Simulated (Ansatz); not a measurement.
## Screening in LaBiS2O (P4/nmm)

Wanted: ε∞ of LaBiS2O (P4/nmm) from perturbation theory, a sum over states and the RPA step of G0W0, with cost.

Calculated with Ansatz 0.2.0; linear response on r2SCAN, plane waves, PAW.

## (1) Starting point

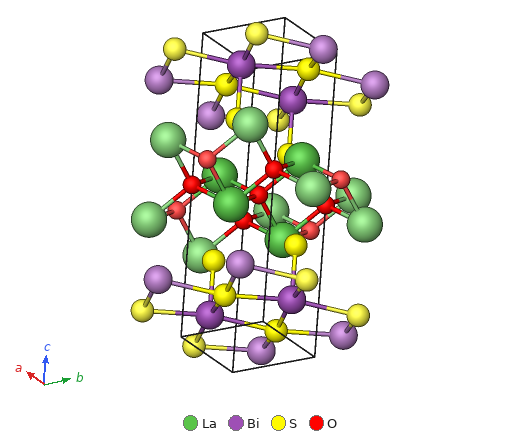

Start, viewed from a free direction; lanthanum green, bismuth purple, sulfur yellow, oxygen red. Some periodic images of atoms are drawn too.

Geometry: measured lattice cell, ions relaxed with r2SCAN; the structure entry is the Materials Project's. The runs that relaxed it are not among those shown. Spin-orbit coupling is left out unless a step names it.

## (2) Response to a homogeneous field

The response to a uniform field gives ε∞, a yardstick for the screening that GW builds on its mesh.

This step: dielectric response by perturbation theory, r2SCAN, plane waves, PAW; PAW set soft_1.

input.yaml reads:

```yaml
crystal:
  lattice:
    - [4.0646, 0.0, 0.0]
    - [0.0, 4.0646, 0.0]
    - [0.0, 0.0, 13.8614]
  atoms:
    - { symbol: La, position: [0.5, 0.0, 0.589244592] }
    - { symbol: La, position: [0.0, 0.5, 0.410755408] }
    - { symbol: Bi, position: [0.0, 0.5, 0.8700583546] }
    - { symbol: Bi, position: [0.5, 0.0, 0.1299416454] }
    - { symbol: S, position: [0.5, 0.0, 0.8884344053] }
    - { symbol: S, position: [0.0, 0.5, 0.1115655947] }
    - { symbol: S, position: [0.0, 0.5, 0.6909732264] }
    - { symbol: S, position: [0.5, 0.0, 0.3090267736] }
    - { symbol: O, position: [0.0, 0.0, 0.5] }
    - { symbol: O, position: [0.5, 0.5, 0.5] }
kpoints:
  mp_grid: { grid: [6, 6, 2] }
hamiltonian:
  xc: r2scan
  pseudopotentials: { kind: paw, azcp: { folder: soft_1 } }
scf:
  occupations: { method: fixed }
dielectric: {}
```

Launch:

```bash
ansatz run input.yaml --threads 24 --pin off --max-ram 82944MiB --backend cuda --events-out ev --progress --plain --runs-dir out --devices 1 --max-vram 78GiB
```

Numbers of over 12 decimals in the logs are rounded to 6 here.

Log:

```text
GPUs: using 1 of 1 available (devices: 1).
Engine: ansatz 0.2.0, aarch64-unknown-linux-gnu
Pseudopotentials: kind: paw
Pseudopotential: La, paw, valence charge 11, recommended cutoff 500 eV (meta_gga), soft_1/La.paw.azcp
Pseudopotential: Bi, paw, valence charge 15, recommended cutoff 500 eV (meta_gga), soft_1/Bi.paw.azcp
Pseudopotential: S, paw, valence charge 6, recommended cutoff 500 eV (meta_gga), soft_1/S.paw.azcp
Pseudopotential: O, paw, valence charge 6, recommended cutoff 500 eV (meta_gga), soft_1/O.paw.azcp
Functional definition: r2SCAN
  parameter k0 = 0.174
  parameter k1 = 0.065
  parameter a1 = 4.9479
  exchange = r2scan_x(k0 = k0, k1 = k1, a1 = a1)
  correlation = r2scan_c
[...]
Crystal: 10 atoms, lattice volume = 229.004 Å³
Basis set: ecut = 500 eV, 5867 PW (Γ), exchange–correlation on 120×120×432 points (64 copies of the dense FFT grid, shifted against one another)
Bands: 54, of which v1, the nominal top of the filled ones, is band 44 counted from 1 (43 counted from 0)
Symmetry: 16 space group operations
k-points: 32 of 72 (irreducible under 2 space group operations, time reversal used)
Non-local potential: La, projectors of the file, l = 0: 3, l = 1: 2, l = 2: 2, l = 3: 3
Non-local potential: Bi, projectors of the file, l = 0: 2, l = 1: 2, l = 2: 2, l = 3: 1
Non-local potential: S, projectors of the file, l = 0: 2, l = 1: 2, l = 2: 1
Non-local potential: O, projectors of the file, l = 0: 2, l = 1: 2, l = 2: 1
PAW form: soft (Blöchl's): semilocal exchange-correlation on the pseudo side does not see the compensation charge
PAW frozen core: La, regenerated for the run's functional (the file was generated under x = pbe(κ = 0.804, μ = 0.219515), c = pbe(β = 0.066725))
PAW frozen core: Bi, regenerated for the run's functional (the file was generated under x = pbe(κ = 0.804, μ = 0.219515), c = pbe(β = 0.066725))
PAW frozen core: S, regenerated for the run's functional (the file was generated under x = pbe(κ = 0.804, μ = 0.219515), c = pbe(β = 0.066725))
PAW frozen core: O, regenerated for the run's functional (the file was generated under x = pbe(κ = 0.804, μ = 0.219515), c = pbe(β = 0.066725))
PAW one-centre angular grid: La, 974 points (default); XC on 160 Gauss nodes
PAW one-centre angular grid: Bi, 590 points (default); XC on 160 Gauss nodes
PAW one-centre angular grid: S, 302 points (default); XC on 160 Gauss nodes
[...]
Initial density: superposition of atomic densities (chi_scale 0.1, normalization cell, long waves kept (reshape's long-wave potential 0.46 eV rms))
Initial wavefunctions: pseudopotential atomic-orbital guess
[...]
Functional: x = r2scan, c = r2scan; τ floored in thin density (d = 2e-4 eV/Å³)
SCF iter   1: F=—  HF=-42131.902843 eV  |F-HF|=—  |Δ(HF+E_count)|=         —  Δρ=3.45e-2  dr2=8.18e0  dr2_τ=1.60e-1  ethr=3.10e-3  ⟨swp⟩=4.8  Hψ=6693  notcnv=0  defer=122
preconditioner: auto → Resta (q_TF=auto, 2.326 Å⁻¹)  ε∞=4.9  [insulator: Δε(μ)=1.234 eV  Ē_g=9.664 eV  n_scr=50 (ndim 8)  ℏωp=19.0 eV  f_vac=0.000  ε∞_Penn≈4.9]
SCF iter   2: F=—  HF=-42131.145798 eV  |F-HF|=—  |Δ(HF+E_count)|=   7.57e-1  Δρ=1.88e-2  dr2=1.71e0  dr2_τ=2.97e-2  ethr=3.10e-3  ⟨swp⟩=4.3  Hψ=5261  notcnv=0  defer=206
[...]
SCF iter  12: F=-42131.101700 eV  HF=-42131.101700 eV  |F-HF|=7.28e-12  |Δ(HF+E_count)|=  7.28e-12  Δρ=8.16e-8  dr2=2.08e-11  dr2_τ=7.45e-13  ethr=1.00e-12  ⟨swp⟩=24.1  Hψ=12339  notcnv=0
SCF 1 converged in 12 iterations: F = -42131.101700 eV  dr2 = 2.08e-11
  greatest PAW one-centre occupation: 0.989 electrons in one spin orbital (limit 2), on the Bi atom at site 3 (counted from 0), in its partial waves of l = 2
the response reads at least the filled bands of the reference SCF and the lowest empty band at each k-point, and that SCF's band table does not vouch for those bands. The notice of the band table in this run's record says why
[...]
DFPT response loops at Γ: preconditioner auto → Resta (q_TF=auto, 2.326 Å⁻¹)  ε∞=7.3 (no band partly filled); β = 1.00, the filter's whole step (`scf.mixing.beta` (0.50) is not read by the response loops at its default; to damp them type it under 1.00, their step now; it binds the ground state too); Broyden in place of MSR1
── the response to a field inside a basis, on 12×12×4 k-points: an SCF that follows is theirs, and a resumed run solves both again ──
[...]
Bands: 45, of which v1, the nominal top of the filled ones, is band 44 counted from 1 (43 counted from 0)
k-points: 42 of 576
[...]
Eigensolver: Dense (42 Hₖ)
SCF iter   1: F=—  HF=-42130.945650 eV  |F-HF|=—  |Δ(HF+E_count)|=         —  Δρ=3.60e-4  dr2=1.13e-4  dr2_τ=4.28e-5  ethr=1.00e-1
preconditioner: auto → Resta (q_TF=auto, 2.326 Å⁻¹)  ε∞=5.2  [insulator: Δε(μ)=1.301 eV  Ē_g=9.594 eV  n_scr=50 (ndim 8)  ℏωp=19.6 eV  f_vac=0.002  ε∞_Penn≈5.2]
SCF iter   2: F=—  HF=-42130.945743 eV  |F-HF|=—  |Δ(HF+E_count)|=   9.33e-5  Δρ=1.88e-4  dr2=2.89e-5  dr2_τ=5.71e-6  ethr=1.28e-7
SCF iter   3: F=—  HF=-42130.945779 eV  |F-HF|=—  |Δ(HF+E_count)|=   3.60e-5  Δρ=5.03e-5  dr2=3.87e-6  dr2_τ=6.23e-7  ethr=3.28e-8
SCF iter   4: F=—  HF=-42130.945780 eV  |F-HF|=—  |Δ(HF+E_count)|=   1.18e-6  Δρ=1.68e-5  dr2=6.50e-7  dr2_τ=6.16e-8  ethr=4.40e-9
SCF iter   5: F=-42130.945780 eV  HF=-42130.945780 eV  |F-HF|=6.55e-9  |Δ(HF+E_count)|=   1.99e-8  Δρ=3.88e-6  dr2=3.94e-8  dr2_τ=4.27e-9  ethr=7.39e-10
SCF 1 converged in 5 iterations: F = -42130.945780 eV  dr2 = 3.94e-8
  greatest PAW one-centre occupation: 0.988 electrons in one spin orbital (limit 2), on the Bi atom at site 3 (counted from 0), in its partial waves of l = 2
[...]
DFPT response loops at Γ: preconditioner auto → Resta (q_TF=auto, 2.326 Å⁻¹)  ε∞=6.8 (no band partly filled); β = 1.00, the filter's whole step (`scf.mixing.beta` (0.50) is not read by the response loops at its default; to damp them type it under 1.00, their step now; it binds the ground state too); Broyden in place of MSR1
SCF converged after 12 iterations
Free energy (F): -42131.101700 eV
Harris-Foulkes:  -42131.101700 eV  (|F-HF|=7.28e-12)
Internal energy: -42131.101700 eV  (E = F + TS)
E sigma→0 (E₀):  -42131.101700 eV
Fermi energy:    7.758156 eV
--- Per-component energies (eV) ---
  E_band       = -360.007321
  E_kinetic    = 1636.683801
  E_local      = -5104.423759  (includes V_loc(G=0)·N_el)
  E_nonlocal   = 1229.912664
  E_hartree    = 1926.951163
  E_xc         = -1034.887512
  E_vxc        = -1165.111468  (∫ρ·V_xc dr)
  E_paw        = -35047.280538  (= ΣΔE_a)
  E_vpaw       = -875.544658  (= ΣTr[D̂ρ^β])
  E_aug_tail   = 0.000767  (compensation charges beyond the density's cutoff)
  E_vtau       = 64.572887  (kinetic-family band-sum trace: ∫τ·v_τ [+ j·A + Jᵃ·Aᵃ] dr)
  E_ewald      = -5739.442507
  E_core_change = 1.384220  (= ΣΔE_core)
  E_smearing   = -0.000000  (= −TS)
  E_closure    = 0.000000  (closes the sum)
  Σ components = -42131.101700   (vs F -42131.101700, Δ=0.00e0)
--- Band table (eV; the first three rows and the last of 32) ---
  k-point 0: bands = [... 40 lower, 7.2340, 7.2340, 7.6687, 7.6687, 11.6910, 11.9442, 12.0332, 12.2262, ... 6 higher]
  k-point 1: bands = [... 40 lower, 7.2538, 7.4730, 7.6574, 7.6574, 11.7114, 11.7697, 11.9558, 12.1684, ... 6 higher]
  k-point 2: bands = [... 40 lower, 7.1276, 7.1631, 7.5544, 7.5680, 11.3466, 11.7327, 11.7715, 11.9228, ... 6 higher]
  k-point 31: bands = [... 40 lower, 6.6465, 6.6465, 6.8111, 6.8111, 11.9819, 11.9819, 12.7061, 12.7061, ... 6 higher]
--- Dielectric response (ions clamped): 3 representative field directions + reference, inside a basis on a mesh of 576 k-points (Σ response iterations 18) ---
  ε∞ (high-frequency dielectric tensor):
       13.828553     0.000000     0.000000
        0.000000    13.828553     0.000000
        0.000000     0.000000     6.776092
  Born effective charges Z* (e; rows j = field, columns β = displacement):
    site 0:
         4.38200    0.00000   -0.00000
         0.00000    4.38200    0.00000
        -0.00000    0.00000    4.78086
    site 1:
         4.38200    0.00000    0.00000
         0.00000    4.38200    0.00000
         0.00000    0.00000    4.78086
    site 2:
         6.75961    0.00000    0.00000
         0.00000    6.75961    0.00000
        -0.00000    0.00000    3.59508
    site 3:
         6.75961    0.00000    0.00000
         0.00000    6.75961    0.00000
         0.00000   -0.00000    3.59508
    site 4:
        -6.69462   -0.00000    0.00000
        -0.00000   -6.69462    0.00000
         0.00000    0.00000   -1.61208
    site 5:
        -6.69462   -0.00000    0.00000
        -0.00000   -6.69462    0.00000
        -0.00000   -0.00000   -1.61208
    site 6:
        -1.45848    0.00000    0.00000
         0.00000   -1.45848    0.00000
         0.00000    0.00000   -3.14160
    site 7:
        -1.45848    0.00000    0.00000
         0.00000   -1.45848   -0.00000
        -0.00000    0.00000   -3.14160
    site 8:
        -2.98851    0.00000   -0.00000
         0.00000   -2.98851    0.00000
         0.00000   -0.00000   -3.62225
    site 9:
        -2.98851    0.00000   -0.00000
         0.00000   -2.98851    0.00000
        -0.00000    0.00000   -3.62225
  Z* charge neutrality: 2.785e-2 e pre-enforcement
  solved inside a basis spanned on kpoints, on 12×12×4 k-points, its susceptibility summed on 20×20×6: ε∞ is read to err by 1.1e-1, Z* by 4.6e-2 e (field_mesh: kpoints solves on kpoints); Z* is corrected for what the basis lacks
```

Wall time 18 s (1 × NVIDIA GB200 (shared by 2 runs) with 24 threads of Arm Neoverse V2, shared host); peak memory 4.3 GiB; 2.4 min of CPU time.

Numbers from this step:

- stated error of ε∞: 0.11

One over ε∞ averages 0.10, well under the quarter of exact exchange in PBE0, which by this rule of thumb may open the gap too far.

High-frequency dielectric tensor:

```
13.83  0.00  0.00
 0.00 13.83  0.00
 0.00  0.00  6.78
```

Born effective charge (e), principal values of the symmetric part by kind of site:

```csv
atom,atoms with these values,low,middle,high,mean
La1,2,4.38,4.38,4.78,4.51
Bi3,2,3.60,6.76,6.76,5.70
S5,2,-6.69,-6.69,-1.61,-5.00
S7,2,-3.14,-1.46,-1.46,-2.02
O9,2,-3.62,-2.99,-2.99,-3.20
```

In full for La1:

```
4.38 0.00 0.00
0.00 4.38 0.00
0.00 0.00 4.78
```

## (3) Independent-particle spectrum

The independent-particle spectrum shows where the oscillator strength lies, before excitons and local fields.

This step: independent-particle optics on r2SCAN, plane waves, PAW; PAW set soft_1.

Changes to input.yaml since step 2:

```diff
@@ -23,2 +23,4 @@
   occupations: { method: fixed }
-dielectric: {}
+  n_extra_bands: 156
+output:
+  optics: { e_range: [0, 25], de: 0.1, sigma: 0.2 }
```

Log:

```text
[...]
GPUs: using 1 of 1 available (devices: 1).
[...]
Crystal: 10 atoms, lattice volume = 229.004 Å³
Basis set: ecut = 500 eV, 5867 PW (Γ), exchange–correlation on 120×120×432 points (64 copies of the dense FFT grid, shifted against one another)
Bands: 200, of which v1, the nominal top of the filled ones, is band 44 counted from 1 (43 counted from 0)
Symmetry: 16 space group operations
[...]
k-points: 20 of 72
[...]
SCF iter   1: F=—  HF=-42131.903194 eV  |F-HF|=—  |Δ(HF+E_count)|=         —  Δρ=3.44e-2  dr2=8.17e0  dr2_τ=1.59e-1  ethr=3.10e-3  ⟨swp⟩=4.0  Hψ=14057  notcnv=0  defer=2883
[...]
SCF iter   6: F=—  HF=-42131.101297 eV  |F-HF|=—  |Δ(HF+E_count)|=   1.57e-3  Δρ=1.00e-3  dr2=3.40e-3  dr2_τ=9.39e-5  ethr=2.14e-5  ⟨swp⟩=2.0  Hψ=2901  notcnv=0  defer=3080
[...]
SCF 1 converged in 15 iterations: F = -42131.101700 eV  dr2 = 1.10e-12
[...]
SCF converged after 15 iterations
[...]
k-point 2: bands = [... 40 lower, 7.1276, 7.1631, 7.5544, 7.5680, 11.3466, 11.7327, 11.7715, 11.9228, ... 14 higher]
  k-point 19: bands = [... 40 lower, 6.6465, 6.6465, 6.8111, 6.8111, 11.9819, 11.9819, 12.7061, 12.7061, ... 14 higher]
```

It took 12 s on 1 × NVIDIA GB200 (shared by 2 runs) with 24 threads; peak memory 5.2 GiB; 2 min of CPU time.

This step gave:

```
ε∞ without local fields (xx, yy, zz)                                   : 13.75, 13.75, 7.733
electrons in the f-sum (xx, yy, zz)                                    : 84.63, 84.63, 84.75
bands in the explicit sum (the static value is completed to all bands) : 200
```

The sum gives ε∞ = 13.75 and 7.73 without local fields.

The ε₂ has structure finer than the step of the table below, so its rows give means over 2 eV, whole bins alone (the curve runs from 0 to 25 eV). Peaks (eV: height): xx=yy 2.0: 18.5, 2.6: 19.2; zz 4.5: 19.1.

Independent particles, no local fields, Gaussian width 0.2 eV. Table of ε₂ by photon energy; means over each step:

```
photon energy (eV)  xx=yy     zz
                 2   12.9   1.53
                 4   5.79   9.07
                 6   4.20   6.66
                 8   4.90   3.87
                10   3.97   3.69
                12   1.81   1.77
                14   1.08   1.01
                16  0.635  0.598
                18  0.564  0.645
                20  0.822   1.39
                22   1.09  0.907
                24  0.660  0.595
```

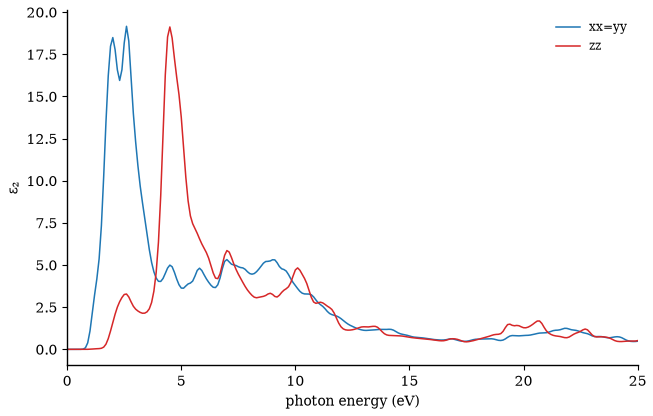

ε₂ against photon energy.

The loss function has structure finer than the step of the table below, so its rows give means over 2 eV, whole bins alone (the curve runs from 0 to 25 eV). Peaks (eV: height): xx=yy 16.1: 1.69, 24.6: 1.85; zz 15.7: 1.55, 21.7: 1.24, 24.1: 1.97.

Independent particles, no local fields, Gaussian width 0.2 eV. The loss function by photon energy; means over each step:

| photon energy (eV) | xx=yy | zz |
| --- | --- | --- |
| 2 | 0.0347 | 0.0165 |
| 4 | 0.179 | 0.0324 |
| 6 | 0.185 | 0.160 |
| 8 | 0.192 | 0.266 |
| 10 | 0.239 | 0.257 |
| 12 | 0.429 | 0.470 |
| 14 | 0.845 | 0.948 |
| 16 | 1.47 | 1.35 |
| 18 | 0.999 | 0.619 |
| 20 | 0.636 | 0.570 |
| 22 | 0.806 | 1.01 |
| 24 | 1.41 | 1.53 |

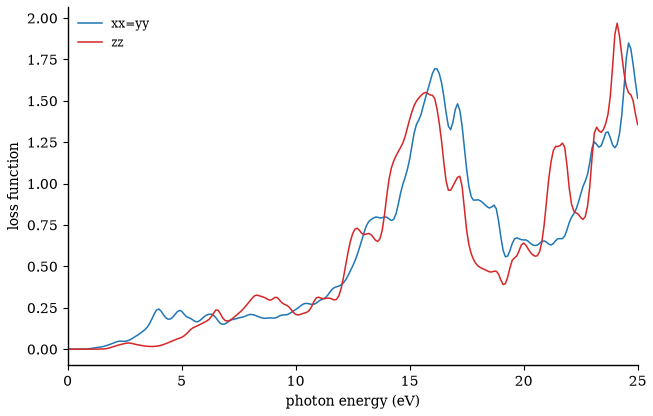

Loss function, plotted against photon energy.

(Part 1 of 2 ends here.)

[Paths, hosts, dates, memory and timing lines, banners, echoed tables and standing remarks are left out of the program output.]

[Logs are printed without paths, hosts, clocks, repeated set-up lines and the standing remarks that a program may print on its own settings, such as how far it seeks lower states.]

[Runs of the session that timed out or met a known fault of the program may be left out.]

[Cells called generated may have been cut or substituted from an entry of the Crystallography Open Database or the Materials Project.]

[Hosts, paths, dates, database ids (printed as entryN), source tags and the programs' standing remarks are cut or masked in the printed files.]
